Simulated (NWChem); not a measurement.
# A workflow on the pair CuNH2···GeHF

Wanted: a single-point energy (singlet CuGeNH3F, PBE0-D3(0)/6-31G*), then the energy (singlet CuNH2, PBE0-D3(0)/6-31G*), then a single-point energy (singlet GeHF, PBE0-D3(0)/6-31G*), then a single-point energy (singlet CuNH2, PBE0-D3(0)/6-31G*), then a single-point energy (singlet GeHF, PBE0-D3(0)/6-31G*) of CuFGeH3N and its partners. 

Program for the calculation: NWChem 7.3.0.

**1. Starting point**

The species is CuGeNH3F (7 atoms), meant as a singlet with charge 0. The two molecules were placed rigidly side by side, at 1.3 times their contact distance; the pair isn't optimised.

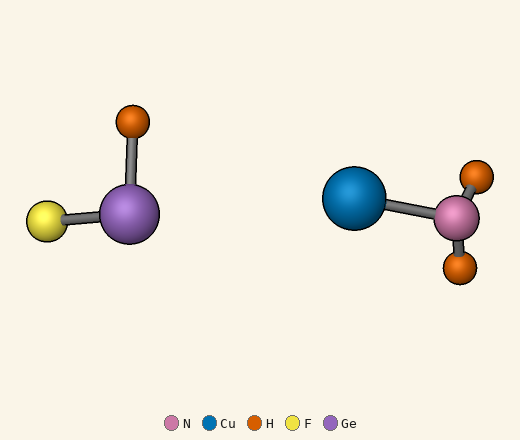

Viewed from a chosen angle; nitrogen pink, copper blue, hydrogen orange, fluorine yellow, germanium purple.

**2. The energy at PBE0-D3(0)/6-31G(d) (spherical functions) (run 1)**

run.nw

```
start run
title "CuFGeH3N"
memory total 2200 mb
geometry units angstrom noautosym nocenter noautoz
 N     -0.291170     0.265980     0.122570
 Cu     1.369720    -0.286520     0.657680
 H     -0.876280    -0.566420     0.060580
 H     -0.202280     0.586980    -0.840820
 F      6.223980    -3.490410    -1.867460
 Ge     4.930900    -2.581610    -1.100930
 H      4.477770    -3.799630    -0.151430
end
basis "ao basis" spherical bse
 * library 6-31G*
end
dft
 xc pbe0
 disp vdw 3
 grid fine
 convergence energy 1e-08
 iterations 100
 mulliken
 print low
end
task dft
```

Run with:

```sh
$ nwchem run.nw > run.out
```

The program printed:

```text
[...]
 d= 0,ls=0.0,diis     1  -3872.3579374925 -4.21D+03  6.57D-02  2.54D+00     3.2
[...]
 d= 0,ls=0.0,diis    15  -3872.5984428511 -1.70D-09  6.82D-07  1.65D-09    33.2
         Total DFT energy =    -3872.598442851087
      One electron energy =    -6079.884810796952
           Coulomb energy =     2029.434174082125
    Exchange-Corr. energy =     -164.112954298139
 Nuclear repulsion energy =      341.966995128735
    Dispersion correction =       -0.001846966856
[...]
      Total Density - Mulliken Population Analysis
     ---------------------------------------------
    Atom       Charge   Shell Charges
 -----------   ------   -------------------------------------------------------
    1 N    7     7.94   2.00  0.79  2.38  0.98  1.76  0.03
    2 Cu  29    28.74   2.00  2.00  6.00  2.00  5.99  0.59  0.10  0.48  0.12  6.20  3.25  0.00
    3 H    1     0.67   0.50  0.16
    4 H    1     0.66   0.50  0.16
    5 F    9     9.40   2.00  0.93  3.27  1.04  2.15  0.01
    6 Ge  32    31.54   2.00  2.00  6.00  2.00  5.99  1.57  1.35  0.28  0.22  6.86  2.94  0.32
    7 H    1     1.06   0.48  0.58
[...]
```

Run time: 34 s. Hardware: 1 thread of Intel Xeon Platinum 8488C (Sapphire Rapids), shared host; peak memory 0.12 GiB.

**3. CuNH2: the energy at PBE0-D3(0)/6-31G(d) (spherical functions) (run 2)**

cuh2n.nw

```
start cuh2n
memory 2200 mb

geometry noautosym nocenter noautoz
   N    -0.291170    0.265980    0.122570
   Cu    1.369720   -0.286520    0.657680
   H    -0.876280   -0.566420    0.060580
   H    -0.202280    0.586980   -0.840820
end

basis spherical bse
   * library 6-31G*
end

dft
   xc pbe0
   disp vdw 3
   grid fine
   convergence energy 1e-08
   iterations 100
   mulliken
   noprint "final vectors analysis"
end

task dft
```

Run with:

```sh
$ nwchem cuh2n.nw > cuh2n.out
```

The program printed:

```text
[...]
          Wavefunction type:  closed shell.
          No. of atoms     :     4
          No. of electrons :    38
[...]
          Charge           :     0
          Spin multiplicity:     1
[...]
          AO basis - number of functions:    52
[...]
              XC Information
              --------------
                         PBE0 Method XC Functional
                     Hartree-Fock (Exact) Exchange  0.250
          PerdewBurkeErnzerhof Exchange Functional  0.750
            Perdew 1991 LDA Correlation Functional  1.000 local
           PerdewBurkeErnz. Correlation Functional  1.000 non-local
[...]
 d= 0,ls=0.0,diis     1  -1695.6323523824 -1.78D+03  1.20D-01  2.02D+00     1.2
[...]
 d= 0,ls=0.5,diis    47  -1695.8015021364 -6.68D-09  2.46D-06  6.41D-09    33.0
         Total DFT energy =    -1695.801502140318
      One electron energy =    -2522.060770244136
           Coulomb energy =      821.478169624949
    Exchange-Corr. energy =      -74.616110730274
 Nuclear repulsion energy =       79.397946803556
    Dispersion correction =       -0.000737594412
[...]
      Total Density - Mulliken Population Analysis
     ---------------------------------------------
    Atom       Charge   Shell Charges
 -----------   ------   -------------------------------------------------------
    1 N    7     7.94   2.00  0.79  2.38  0.98  1.77  0.03
    2 Cu  29    28.72   2.00  2.00  6.00  2.00  5.99  0.60  0.10  0.47  0.10  6.20  3.26  0.00
    3 H    1     0.67   0.50  0.16
    4 H    1     0.67   0.50  0.16
[...]
```

Run time: 35 s. Hardware: 1 thread of Intel Xeon Platinum 8488C (Sapphire Rapids), shared host; peak memory 0.11 GiB.

**4. GeHF: the energy at PBE0-D3(0)/6-31G(d) (spherical functions) (run 3)**

fgeh.nw

```
start fgeh
title "FGeH energy"
memory 2200 mb
geometry units atomic noautosym nocenter noautoz
F     11.76161761    -6.59591896    -3.52898795
Ge     9.31805055    -4.87853586    -2.08045618
H      8.46175895    -7.18026007    -0.28616123
end
basis spherical bse
F library 6-31G*
Ge library 6-31G*
H library 6-31G*
end
dft
xc pbe0
disp vdw 3
grid fine
convergence energy 1e-08
iterations 100
mulliken
print low
end
task dft energy
```

Run with:

```sh
$ nwchem fgeh.nw > fgeh.out
```

The program printed:

```text
[...]
 d= 0,ls=0.0,diis     1  -2176.7285884451 -2.28D+03  2.87D-02  5.00D-01     0.9
[...]
 d= 0,ls=0.0,diis     8  -2176.7947559019 -6.64D-09  4.11D-06  3.15D-08     4.5
         Total DFT energy =    -2176.794755901855
      One electron energy =    -3231.665961588241
           Coulomb energy =     1045.161238516612
    Exchange-Corr. energy =      -89.502599353185
 Nuclear repulsion energy =       99.212791147398
    Dispersion correction =       -0.000224624440
[...]
      Total Density - Mulliken Population Analysis
     ---------------------------------------------
    Atom       Charge   Shell Charges
 -----------   ------   -------------------------------------------------------
    1 F    9     9.41   2.00  0.93  3.27  1.04  2.16  0.01
    2 Ge  32    31.54   2.00  2.00  6.00  2.00  5.99  1.58  1.34  0.28  0.22  6.86  2.94  0.32
    3 H    1     1.06   0.48  0.58
[...]
```

It took 5.4 s on 1 thread of Intel Xeon Platinum 8488C (Sapphire Rapids), shared host; peak memory 0.11 GiB.

**5. CuNH2 among ghost functions: the energy at PBE0-D3(0)/6-31G(d) (spherical functions, with ghost functions) (run 4)**

nw.nw

```
start nw
title "CuH2N PBE0"
memory stack 880 mb heap 220 mb global 1100 mb
charge 0

geometry units angstrom noautosym nocenter noautoz
  N     -0.291170     0.265980     0.122570
  Cu     1.369720    -0.286520     0.657680
  H     -0.876280    -0.566420     0.060580
  H     -0.202280     0.586980    -0.840820
  bqF      6.223980    -3.490410    -1.867460
  bqGe     4.930900    -2.581610    -1.100930
  bqH      4.477770    -3.799630    -0.151430
end

basis spherical bse
  N library 6-31G*
  Cu library 6-31G*
  H library 6-31G*
  bqF library F 6-31G*
  bqGe library Ge 6-31G*
  bqH library H 6-31G*
end

dft
  xc pbe0
  mult 1
  disp vdw 3
  grid fine
  convergence energy 1e-08
  iterations 100
  mulliken
  print low
end

task dft
```

Run with:

```sh
$ nwchem nw.nw > nw.out
```

The program printed:

```text
[...]
 d= 0,ls=0.0,diis     1  -1695.6332124078 -1.78D+03  6.89D-02  2.02D+00     2.7
[...]
 d= 0,ls=0.0,diis    14  -1695.8023129159 -1.43D-09  6.18D-07  1.07D-09    29.7
         Total DFT energy =    -1695.802312915937
      One electron energy =    -2522.048087406957
           Coulomb energy =      821.463704744536
    Exchange-Corr. energy =      -74.615139462660
 Nuclear repulsion energy =       79.397946803556
    Dispersion correction =       -0.000737594412
[...]
      Total Density - Mulliken Population Analysis
     ---------------------------------------------
    Atom       Charge   Shell Charges
 -----------   ------   -------------------------------------------------------
    1 N    7     7.94   2.00  0.79  2.38  0.98  1.76  0.03
    2 Cu  29    28.73   2.00  2.00  6.00  2.00  5.99  0.59  0.10  0.48  0.11  6.20  3.26  0.00
    3 H    1     0.67   0.50  0.16
    4 H    1     0.67   0.50  0.16
    5 X    0    -0.00   0.00  0.00 -0.00 -0.00 -0.00 -0.00
    6 X    0    -0.01   0.00  0.00 -0.00  0.00 -0.00  0.00  0.00 -0.00 -0.00 -0.00  0.00 -0.00
    7 X    0     0.00  -0.00  0.00
[...]
```

Wall time 30 s (1 thread of Intel Xeon Platinum 8488C (Sapphire Rapids), shared host); peak memory 0.12 GiB.

**6. GeHF among ghost functions: the energy at PBE0-D3(0)/6-31G(d) (spherical functions, with ghost functions) (run 5)**

fgeh.nw

```
start fgeh
title "FGeH energy"
memory stack 880 mb heap 220 mb global 1100 mb
charge 0

geometry units atomic noautosym nocenter noautoz
 F   11.76161761  -6.59591896  -3.52898795
 Ge   9.31805055  -4.87853586  -2.08045618
 H    8.46175895  -7.18026007  -0.28616123
 bqN     -0.550232     0.502629     0.231624
 bqCu     2.588396    -0.541444     1.242835
 bqH     -1.655929    -1.070379     0.114480
 bqH     -0.382254     1.109231    -1.588920
end

basis spherical bse
 F library 6-31G*
 Ge library 6-31G*
 H library 6-31G*
 bqN library N 6-31G*
 bqCu library Cu 6-31G*
 bqH library H 6-31G*
end

dft
 xc pbe0
 disp vdw 3
 grid fine
 convergence energy 1e-08
 maxiter 100
 mulliken
 print low
end

task dft energy
```

Run with:

```sh
$ nwchem fgeh.nw > fgeh.out
```

The program printed:

```text
[...]
 d= 0,ls=0.0,diis     1  -2176.7289573619 -2.28D+03  1.38D-02  5.00D-01     2.7
[...]
 d= 0,ls=0.0,diis     8  -2176.7951193260 -6.62D-09  1.98D-06  3.19D-08    16.8
         Total DFT energy =    -2176.795119325990
      One electron energy =    -3231.655305727136
           Coulomb energy =     1045.149430217786
    Exchange-Corr. energy =      -89.501810339599
 Nuclear repulsion energy =       99.212791147398
    Dispersion correction =       -0.000224624440
[...]
      Total Density - Mulliken Population Analysis
     ---------------------------------------------
    Atom       Charge   Shell Charges
 -----------   ------   -------------------------------------------------------
    1 F    9     9.40   2.00  0.93  3.27  1.04  2.15  0.01
    2 Ge  32    31.53   2.00  2.00  6.00  2.00  5.99  1.58  1.34  0.28  0.22  6.86  2.94  0.32
    3 H    1     1.06   0.48  0.58
    4 X    0    -0.00  -0.00 -0.00 -0.00  0.00 -0.00 -0.00
    5 X    0     0.00  -0.00 -0.00 -0.00 -0.00  0.00 -0.00 -0.00  0.00  0.00  0.00 -0.00 -0.00
    6 X    0    -0.00  -0.00 -0.00
    7 X    0    -0.00   0.00 -0.00
[...]
```

It took 17 s on 1 thread of Intel Xeon Platinum 8488C (Sapphire Rapids), shared host; peak memory 0.12 GiB.

**7. Outcome**

```
                                                                                                                 quantity           value
                                                                                   run 1, PBE0-D3(0)/6-31G*: total energy  -3872.59844 Eh
                                                                              run 1, PBE0-D3(0)/6-31G*: dispersion energy    -4.85 kJ/mol
                                                                                                      CuNH2: total energy  -1695.80150 Eh
                                                                                                     CuNH2: dipole moment          2.60 D
                                                                                                 CuNH2: dispersion energy    -1.94 kJ/mol
                                                                                                       GeHF: total energy  -2176.79476 Eh
                                                                                                  GeHF: dispersion energy    -0.59 kJ/mol
                                                                                CuNH2 among ghost functions: total energy  -1695.80231 Eh
                                                                           CuNH2 among ghost functions: dispersion energy    -1.94 kJ/mol
                                                                                 GeHF among ghost functions: total energy  -2176.79512 Eh
                                                                            GeHF among ghost functions: dispersion energy    -0.59 kJ/mol
              interaction energy of the rigid parts CuNH2 and GeHF (parts in their own basis; closest atoms 4.59 Å apart)       -0.059 eV
interaction energy of the rigid parts CuNH2 and GeHF (parts in the whole basis, counterpoise; closest atoms 4.59 Å apart)       -0.028 eV
```

**Reading.** The interaction energy of the rigid parts CuNH2 and GeHF (parts in their own basis; closest atoms 4.59 Å apart) is −0.06 eV (−1.4 kcal/mol): the parts attract. Without counterpoise this holds the superposition error of the basis. The interaction energy of the rigid parts CuNH2 and GeHF (parts in the whole basis, counterpoise; closest atoms 4.59 Å apart) is −0.03 eV (−2.7 kJ/mol): the parts attract. The basis-set superposition error is 3.1 kJ/mol. Mulliken charges (run 1, PBE0-D3(0)/6-31G*) run from -0.94 on N1 to +0.46 on Ge6. Mulliken charges (GeHF) run from -0.41 on F1 to +0.46 on Ge2.
